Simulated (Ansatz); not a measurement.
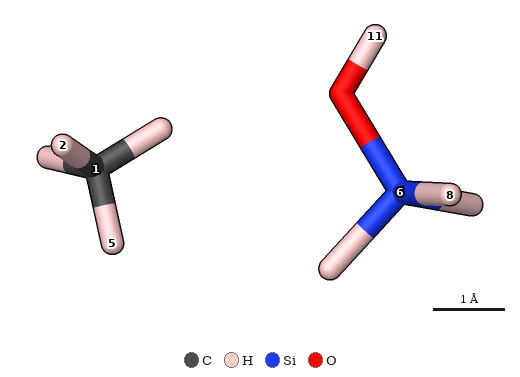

*The input geometry (stick view, seen at a tilt; atoms are numbered from 1 in the order of the input).*

# CH$_{8}$OSi: molecular dynamics (part 1 of 3)

The run: molecular dynamics of CH$_{8}$OSi. Method and program: RKS PBE0-D4/def2-SVP (Ansatz 0.2.0).

Figures and captions count atoms from 1; the log counts them from 0 in places.

Output
```
Functional definition: PBE0
  name "PBE0"
  cite "Adamo & Barone, J. Chem. Phys. 110, 6158 (1999) doi:10.1063/1.478522"
  cite "Perdew, Burke & Ernzerhof, Phys. Rev. Lett. 77, 3865 (1996) doi:10.1103/PhysRevLett.77.3865"
  parent pbe
  parameter a = 0.25
  parameter kappa = 0.804
  parameter beta = 0.06672455060314922
  exchange = (1 - a)*pbe_x(kappa = kappa, mu = beta*pi^2/3) + a*exact_x
  correlation = pbe_c(beta = beta)
917 factors; integrals over basis functions are off by at most 2.6e-4 eV
mean field evaluation 1: about -11074.2123 eV, gradient 5.7e1 eV
mean field evaluation 2: about -11068.7446 eV, gradient 7.8e1 eV
mean field evaluation 4: about -11080.8324 eV, gradient 2.1e0 eV
mean field evaluation 8: about -11080.8490 eV, gradient 4.4e-2 eV
mean field -11080.84902098 eV, -407.2136906518 hartree, gradient 2.4e-5 eV, S^2 0.000000; 0 other end points of the search recorded, 0 dependent functions left out
the calculation of the forces begins
reference -11080.84905089 eV, -407.2136917510 hartree; 18, 18 occupied and 68, 68 virtual orbitals, 917 factors
md step     0: t =     0.00 fs  T =  1363.6 K  F+E_penalty+E_count = -11080.95008620 eV  E_kin = 1.938900 eV  (23 SCF iters)
these checks for a lower state are left out or cut short: starts, cluster_reference, orbital_swaps, neighbouring_geometries, increment
917 factors; integrals over basis functions are off by at most 2.4e-4 eV
mean field evaluation 16: about -11080.6871 eV, gradient 3.4e-2 eV
mean field -11080.69344069 eV, -407.2079731817 hartree, gradient 7.8e-5 eV, S^2 0.000000; 0 other end points of the search recorded, 0 dependent functions left out
the calculation of the forces begins
reference -11080.69347058 eV, -407.2079742800 hartree; 18, 18 occupied and 68, 68 virtual orbitals, 917 factors
md step     1: t =     0.75 fs  T =  1263.3 K  F+E_penalty+E_count = -11080.79436216 eV  E_kin = 1.796204 eV  (23 SCF iters, 3 dispersion substeps)
[... from here on the SCF iterations and repeated set-up lines of each step are left out, up to the last step ...]
md step     2: t =     1.50 fs  T =  1028.0 K  F+E_penalty+E_count = -11080.45622281 eV  E_kin = 1.461688 eV  (23 SCF iters, 3 dispersion substeps)
md step     3: t =     2.25 fs  T =   784.5 K  F+E_penalty+E_count = -11080.14319758 eV  E_kin = 1.115416 eV  (24 SCF iters, 3 dispersion substeps)
md step     4: t =     3.00 fs  T =   675.7 K  F+E_penalty+E_count = -11079.98874465 eV  E_kin = 0.960809 eV  (24 SCF iters, 3 dispersion substeps)
md step     5: t =     3.75 fs  T =   685.0 K  F+E_penalty+E_count = -11079.99054342 eV  E_kin = 0.973909 eV  (24 SCF iters, 3 dispersion substeps)
md step     6: t =     4.50 fs  T =   709.6 K  F+E_penalty+E_count = -11080.04324092 eV  E_kin = 1.008985 eV  (24 SCF iters, 3 dispersion substeps)
md step     7: t =     5.25 fs  T =   688.5 K  F+E_penalty+E_count = -11080.03277715 eV  E_kin = 0.978944 eV  (24 SCF iters, 3 dispersion substeps)
md step     8: t =     6.00 fs  T =   635.8 K  F+E_penalty+E_count = -11079.93285510 eV  E_kin = 0.904012 eV  (24 SCF iters, 3 dispersion substeps)
md step     9: t =     6.75 fs  T =   595.6 K  F+E_penalty+E_count = -11079.83726652 eV  E_kin = 0.846837 eV  (24 SCF iters, 3 dispersion substeps)
md step    10: t =     7.50 fs  T =   579.8 K  F+E_penalty+E_count = -11079.82885699 eV  E_kin = 0.824379 eV  (24 SCF iters, 3 dispersion substeps)
md step    11: t =     8.25 fs  T =   603.9 K  F+E_penalty+E_count = -11079.87597541 eV  E_kin = 0.858608 eV  (24 SCF iters, 3 dispersion substeps)
md step    12: t =     9.00 fs  T =   639.5 K  F+E_penalty+E_count = -11079.96642035 eV  E_kin = 0.909332 eV  (24 SCF iters, 3 dispersion substeps)
md step    13: t =     9.75 fs  T =   725.5 K  F+E_penalty+E_count = -11080.08652023 eV  E_kin = 1.031591 eV  (24 SCF iters, 3 dispersion substeps)
md step    14: t =    10.50 fs  T =   816.5 K  F+E_penalty+E_count = -11080.17106498 eV  E_kin = 1.160994 eV  (27 SCF iters, 3 dispersion substeps)
md step    15: t =    11.25 fs  T =   810.4 K  F+E_penalty+E_count = -11080.17936333 eV  E_kin = 1.152323 eV  (26 SCF iters, 3 dispersion substeps)
md step    16: t =    12.00 fs  T =   812.3 K  F+E_penalty+E_count = -11080.16077403 eV  E_kin = 1.154929 eV  (23 SCF iters, 3 dispersion substeps)
md step    17: t =    12.75 fs  T =   818.9 K  F+E_penalty+E_count = -11080.16735392 eV  E_kin = 1.164428 eV  (24 SCF iters, 3 dispersion substeps)
md step    18: t =    13.50 fs  T =   791.0 K  F+E_penalty+E_count = -11080.18332120 eV  E_kin = 1.124744 eV  (24 SCF iters, 3 dispersion substeps)
md step    19: t =    14.25 fs  T =   769.6 K  F+E_penalty+E_count = -11080.15829072 eV  E_kin = 1.094278 eV  (24 SCF iters, 3 dispersion substeps)
md step    20: t =    15.00 fs  T =   704.3 K  F+E_penalty+E_count = -11080.10243340 eV  E_kin = 1.001437 eV  (23 SCF iters, 3 dispersion substeps)
md step    21: t =    15.75 fs  T =   722.0 K  F+E_penalty+E_count = -11080.08990993 eV  E_kin = 1.026542 eV  (23 SCF iters, 3 dispersion substeps)
md step    22: t =    16.50 fs  T =   755.0 K  F+E_penalty+E_count = -11080.09867153 eV  E_kin = 1.073469 eV  (24 SCF iters, 3 dispersion substeps)
md step    23: t =    17.25 fs  T =   705.9 K  F+E_penalty+E_count = -11080.05312986 eV  E_kin = 1.003702 eV  (23 SCF iters, 3 dispersion substeps)
md step    24: t =    18.00 fs  T =   678.5 K  F+E_penalty+E_count = -11079.98222395 eV  E_kin = 0.964746 eV  (23 SCF iters, 3 dispersion substeps)
md step    25: t =    18.75 fs  T =   653.6 K  F+E_penalty+E_count = -11079.99410140 eV  E_kin = 0.929357 eV  (27 SCF iters, 3 dispersion substeps)
md step    26: t =    19.50 fs  T =   749.8 K  F+E_penalty+E_count = -11080.16252114 eV  E_kin = 1.066173 eV  (27 SCF iters, 3 dispersion substeps)
md step    27: t =    20.25 fs  T =   928.9 K  F+E_penalty+E_count = -11080.42801474 eV  E_kin = 1.320767 eV  (27 SCF iters, 3 dispersion substeps)
md step    28: t =    21.00 fs  T =  1116.6 K  F+E_penalty+E_count = -11080.63523400 eV  E_kin = 1.587695 eV  (27 SCF iters, 3 dispersion substeps)
md step    29: t =    21.75 fs  T =  1122.9 K  F+E_penalty+E_count = -11080.64761113 eV  E_kin = 1.596577 eV  (27 SCF iters, 3 dispersion substeps)
md step    30: t =    22.50 fs  T =   984.1 K  F+E_penalty+E_count = -11080.43762199 eV  E_kin = 1.399214 eV  (27 SCF iters, 3 dispersion substeps)
md step    31: t =    23.25 fs  T =   832.7 K  F+E_penalty+E_count = -11080.15986632 eV  E_kin = 1.184007 eV  (23 SCF iters, 3 dispersion substeps)
md step    32: t =    24.00 fs  T =   720.0 K  F+E_penalty+E_count = -11080.03865913 eV  E_kin = 1.023746 eV  (23 SCF iters, 3 dispersion substeps)
md step    33: t =    24.75 fs  T =   709.2 K  F+E_penalty+E_count = -11080.04853971 eV  E_kin = 1.008328 eV  (24 SCF iters, 3 dispersion substeps)
md step    34: t =    25.50 fs  T =   702.4 K  F+E_penalty+E_count = -11080.02361066 eV  E_kin = 0.998764 eV  (24 SCF iters, 3 dispersion substeps)
md step    35: t =    26.25 fs  T =   648.7 K  F+E_penalty+E_count = -11079.92834701 eV  E_kin = 0.922366 eV  (24 SCF iters, 3 dispersion substeps)
md step    36: t =    27.00 fs  T =   589.4 K  F+E_penalty+E_count = -11079.82326349 eV  E_kin = 0.838053 eV  (27 SCF iters, 3 dispersion substeps)
md step    37: t =    27.75 fs  T =   545.8 K  F+E_penalty+E_count = -11079.77427052 eV  E_kin = 0.776049 eV  (26 SCF iters, 3 dispersion substeps)
md step    38: t =    28.50 fs  T =   578.9 K  F+E_penalty+E_count = -11079.81299494 eV  E_kin = 0.823079 eV  (27 SCF iters, 3 dispersion substeps)
md step    39: t =    29.25 fs  T =   685.3 K  F+E_penalty+E_count = -11079.95391451 eV  E_kin = 0.974471 eV  (24 SCF iters, 3 dispersion substeps)
md step    40: t =    30.00 fs  T =   838.3 K  F+E_penalty+E_count = -11080.14741434 eV  E_kin = 1.192007 eV  (27 SCF iters, 3 dispersion substeps)
md step    41: t =    30.75 fs  T =   918.6 K  F+E_penalty+E_count = -11080.26764007 eV  E_kin = 1.306062 eV  (26 SCF iters, 3 dispersion substeps)
md step    42: t =    31.50 fs  T =   891.7 K  F+E_penalty+E_count = -11080.26434961 eV  E_kin = 1.267858 eV  (26 SCF iters, 3 dispersion substeps)
md step    43: t =    32.25 fs  T =   885.0 K  F+E_penalty+E_count = -11080.24996399 eV  E_kin = 1.258295 eV  (26 SCF iters, 3 dispersion substeps)
md step    44: t =    33.00 fs  T =   896.6 K  F+E_penalty+E_count = -11080.28883494 eV  E_kin = 1.274784 eV  (27 SCF iters, 3 dispersion substeps)
md step    45: t =    33.75 fs  T =   911.8 K  F+E_penalty+E_count = -11080.33621465 eV  E_kin = 1.296475 eV  (23 SCF iters, 3 dispersion substeps)
md step    46: t =    34.50 fs  T =   967.1 K  F+E_penalty+E_count = -11080.36248573 eV  E_kin = 1.375148 eV  (23 SCF iters, 3 dispersion substeps)
md step    47: t =    35.25 fs  T =   978.1 K  F+E_penalty+E_count = -11080.33313266 eV  E_kin = 1.390669 eV  (24 SCF iters, 3 dispersion substeps)
md step    48: t =    36.00 fs  T =   905.0 K  F+E_penalty+E_count = -11080.24803798 eV  E_kin = 1.286835 eV  (23 SCF iters, 3 dispersion substeps)
md step    49: t =    36.75 fs  T =   843.1 K  F+E_penalty+E_count = -11080.14715382 eV  E_kin = 1.198757 eV  (23 SCF iters, 3 dispersion substeps)
md step    50: t =    37.50 fs  T =   811.3 K  F+E_penalty+E_count = -11080.06178822 eV  E_kin = 1.153507 eV  (24 SCF iters, 3 dispersion substeps)
md step    51: t =    38.25 fs  T =   750.7 K  F+E_penalty+E_count = -11079.99202628 eV  E_kin = 1.067422 eV  (24 SCF iters, 3 dispersion substeps)
md step    52: t =    39.00 fs  T =   675.2 K  F+E_penalty+E_count = -11079.89358078 eV  E_kin = 0.960074 eV  (23 SCF iters, 3 dispersion substeps)
md step    53: t =    39.75 fs  T =   593.7 K  F+E_penalty+E_count = -11079.76121241 eV  E_kin = 0.844223 eV  (24 SCF iters, 3 dispersion substeps)
md step    54: t =    40.50 fs  T =   613.0 K  F+E_penalty+E_count = -11079.74568322 eV  E_kin = 0.871622 eV  (24 SCF iters, 3 dispersion substeps)
md step    55: t =    41.25 fs  T =   721.1 K  F+E_penalty+E_count = -11079.95573584 eV  E_kin = 1.025283 eV  (23 SCF iters, 3 dispersion substeps)
md step    56: t =    42.00 fs  T =   882.6 K  F+E_penalty+E_count = -11080.20645720 eV  E_kin = 1.254866 eV  (27 SCF iters, 3 dispersion substeps)
md step    57: t =    42.75 fs  T =   909.3 K  F+E_penalty+E_count = -11080.27375457 eV  E_kin = 1.292945 eV  (27 SCF iters, 3 dispersion substeps)
md step    58: t =    43.50 fs  T =   851.0 K  F+E_penalty+E_count = -11080.17252035 eV  E_kin = 1.209991 eV  (26 SCF iters, 3 dispersion substeps)
md step    59: t =    44.25 fs  T =   722.5 K  F+E_penalty+E_count = -11080.06752133 eV  E_kin = 1.027251 eV  (24 SCF iters, 3 dispersion substeps)
these checks for a lower state are left out or cut short: starts, cluster_reference, orbital_swaps, neighbouring_geometries, increment
917 factors; integrals over basis functions are off by at most 5.3e-4 eV
mean field -11079.96397641 eV, -407.1811658636 hartree, gradient 8.9e-5 eV, S^2 0.000000; 0 other end points of the search recorded, 0 dependent functions left out
the calculation of the forces begins
reference -11079.96400665 eV, -407.1811669750 hartree; 18, 18 occupied and 68, 68 virtual orbitals, 917 factors
917 factors; integrals over basis functions are off by at most 5.3e-4 eV
mean field evaluation 416: about -11079.9640 eV, gradient 3.5e-5 eV
mean field -11079.96397641 eV, -407.1811658636 hartree, gradient 8.9e-5 eV, S^2 0.000000; 1 other end points of the search recorded, 0 dependent functions left out
the calculation of the forces begins
reference -11079.96400665 eV, -407.1811669750 hartree; 18, 18 occupied and 68, 68 virtual orbitals, 917 factors
md step    60: t =    45.00 fs  T =   680.5 K  F+E_penalty+E_count = -11080.05731478 eV  E_kin = 0.967638 eV  (24 SCF iters, 3 dispersion substeps)
```

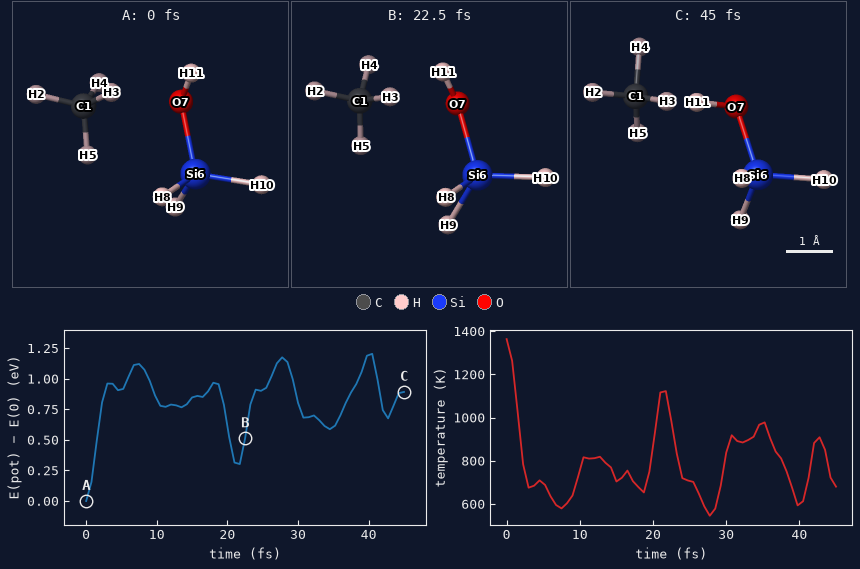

*Frames of the molecular dynamics (ball-and-stick, seen at a tilt) above the curves, on which the letters mark them.*

The trajectory kept here has 61 frames over 45 fs. The temperature starts at 1364 K, ranges from 546 to 1364 K and averages 782 K over the second half. The potential energy ends 0.893 eV above its first value. After an unweighted best fit of the last frame on the first, the root-mean-square displacement is 0.60 Å, and H11 has moved furthest (1.05 Å).

```
Total energy: -11080.05734502 eV, -407.1845970969 hartree
Atom 0 at     0.049655    -0.149419    -2.485475 Å, force     3.198166    -0.771366    -1.894565 eV/Å
Atom 1 at     0.368111     0.829994    -2.728526 Å, force    -0.107798     1.825101    -0.303086 eV/Å
Atom 2 at     0.184048    -0.252526    -1.461662 Å, force     0.166295    -0.449983     2.490173 eV/Å
Atom 3 at     0.911179    -0.717126    -3.005279 Å, force    -1.770634     0.012253     0.568138 eV/Å
Atom 4 at    -0.943561    -0.324489    -2.777496 Å, force    -1.477672    -0.612579    -0.812626 eV/Å
Atom 5 at    -0.409611     0.107938     2.320872 Å, force    -0.008916    -0.837101     0.143920 eV/Å
Atom 6 at     0.806817    -0.225658     1.216336 Å, force     1.508914     4.213778    -0.077141 eV/Å
Atom 7 at     0.079377     1.194277     3.241355 Å, force    -0.452801     0.278825    -0.377043 eV/Å
Atom 8 at    -1.679824     0.140753     1.555470 Å, force    -0.294891     0.740357     0.097670 eV/Å
Atom 9 at    -0.610188    -1.026449     3.212249 Å, force     0.017619    -0.635379     0.466221 eV/Å
Atom 10 at     1.183480     0.775962     1.146133 Å, force    -0.778283    -3.763904    -0.301659 eV/Å
Dipole moment:     0.008893     0.408286     0.124181 e Å
```

Trajectory as extended XYZ (Å, eV, eV/Å), 41 of the 61 frames kept, from step=0 to step=60
```
11
Properties=species:S:1:pos:R:3:forces:R:3 step=0 time_fs=0.0 energy=-11080.95009 temperature=1363.6
C     0.0102   -0.0380   -2.3188    0.0156  -0.0082  -0.0023
H     0.6293    0.6858   -2.8489    0.1660   0.1964  -0.1451
H     0.4886   -0.3118   -1.3789    0.1221  -0.0685   0.2892
H    -0.1177   -0.9259   -2.9379   -0.0359  -0.2388  -0.1687
H    -0.9657    0.4029   -2.1150   -0.2640   0.1191   0.0562
Si   -0.3612    0.1973    2.0029   -0.2970   0.1690   0.1720
O     0.8934   -0.5121    1.2019    0.3300  -0.2301  -0.3943
H     0.0445    1.4901    2.6194    0.0132   0.1445   0.0797
H    -1.4114    0.4303    0.9866   -0.1212   0.0339  -0.0773
H    -0.8865   -0.6821    3.0832   -0.0785  -0.0728   0.1235
H     1.6764   -0.7364    1.7056    0.1498  -0.0445   0.0672
11
Properties=species:S:1:pos:R:3:forces:R:3 step=2 time_fs=1.5 energy=-11080.45622 temperature=1028.0
C     0.0198   -0.0384   -2.3228   -0.3552  -2.7640  -2.1907
H     0.5732    0.6593   -2.8994    1.0541   1.0446  -0.2599
H     0.3960   -0.3237   -1.3801    1.3547  -0.3497   1.2959
H    -0.0593   -0.9844   -3.0089   -0.2143   1.5220   1.3240
H    -0.9211    0.3732   -2.0861   -1.8230   0.5477  -0.1392
Si   -0.3613    0.2010    2.0083    1.0680   0.4292   1.6037
O     0.8830   -0.5050    1.1910    3.0915  -0.6285   1.1791
H     0.0122    1.4952    2.7425   -0.1229  -0.4106  -0.4690
H    -1.3584    0.3440    1.0399   -1.4690   0.5138  -1.3659
H    -0.8640   -0.7084    3.0370   -0.2592  -0.3773   0.5835
H     1.7315   -0.6858    1.7415   -2.3245   0.4729  -1.5615
11
Properties=species:S:1:pos:R:3:forces:R:3 step=3 time_fs=2.2 energy=-11080.14320 temperature=784.5
C     0.0245   -0.0391   -2.3264   -0.3592  -3.3546  -2.4161
H     0.5530    0.6525   -2.9279    1.2270   1.1978  -0.1432
H     0.3607   -0.3358   -1.3705    1.6241  -0.2912   1.1973
H    -0.0292   -1.0028   -3.0355   -0.3789   1.8858   1.6936
H    -0.9124    0.3625   -2.0717   -2.0914   0.5635  -0.3029
Si   -0.3608    0.2025    2.0116    1.5538   0.5249   2.1571
O     0.8796   -0.5013    1.1868    3.5299  -0.5250   1.4248
H    -0.0015    1.4943    2.7978   -0.1684  -0.6027  -0.7121
H    -1.3426    0.3029    1.0574   -1.9889   0.6606  -1.8522
H    -0.8542   -0.7237    3.0171   -0.3150  -0.4903   0.7604
H     1.7413   -0.6564    1.7482   -2.6329   0.4312  -1.8066
11
Properties=species:S:1:pos:R:3:forces:R:3 step=4 time_fs=3.0 energy=-11079.98875 temperature=675.7
C     0.0292   -0.0408   -2.3315   -0.4655  -3.4083  -2.0934
H     0.5386    0.6517   -2.9578    1.2001   1.1316   0.1359
H     0.3345   -0.3499   -1.3539    1.6788  -0.0833   0.6751
H    -0.0008   -1.0096   -3.0531   -0.5410   1.9714   1.8517
H    -0.9152    0.3554   -2.0591   -1.8466   0.3910  -0.5430
Si   -0.3598    0.2038    2.0154    1.6550   0.5603   2.4165
O     0.8774   -0.4976    1.1835    3.4593  -0.3229   1.3778
H    -0.0150    1.4917    2.8474   -0.1955  -0.7462  -0.9183
H    -1.3381    0.2658    1.0650   -2.1760   0.7351  -2.0107
H    -0.8464   -0.7436    3.0000   -0.3252  -0.5240   0.8495
H     1.7368   -0.6263    1.7444   -2.4435   0.2953  -1.7411
```
